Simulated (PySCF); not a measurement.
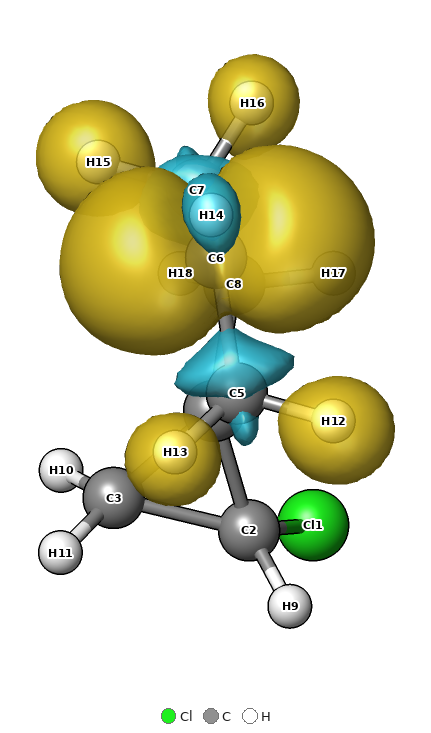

Figure. C₇H₁₀Cl (doublet). Isosurfaces of the spin density (α minus β) at +0.015 (yellow) and −0.015 e/Å³ (cyan), seen at an oblique angle.

Geometry: GFN2-xTB.

The calculation used PySCF, UKS B3LYP, pcH-1 on C Cl H, non-relativistic, mean-field spin-orbit, GIAO.

```xyz
18

Cl   -1.3731    0.5357   -2.8245
C    -1.6110    0.0552   -1.1505
C    -1.4893    1.0927   -0.0758
C    -0.4408    0.0255   -0.2205
C    -0.2976   -1.0762    0.8195
C     1.0891   -0.9158    1.3111
C     1.8449    0.0938    0.5378
C     0.9624    0.3744   -0.6848
H    -2.3765   -0.7053   -1.0757
H    -1.2359    2.0976   -0.3786
H    -2.1846    1.0444    0.7497
H    -0.4501   -2.0635    0.3562
H    -1.0434   -0.9940    1.6185
H     1.4838   -1.4390    2.1597
H     1.9873    1.0124    1.1261
H     2.8459   -0.2515    0.2614
H     1.2432   -0.2835   -1.5104
H     1.0370    1.4036   -1.0308
```

Where is the unpaired spin?

The unpaired spin (1 electron) lies mostly on C6 (about 0.7), in electrons by Hirshfeld's partition.
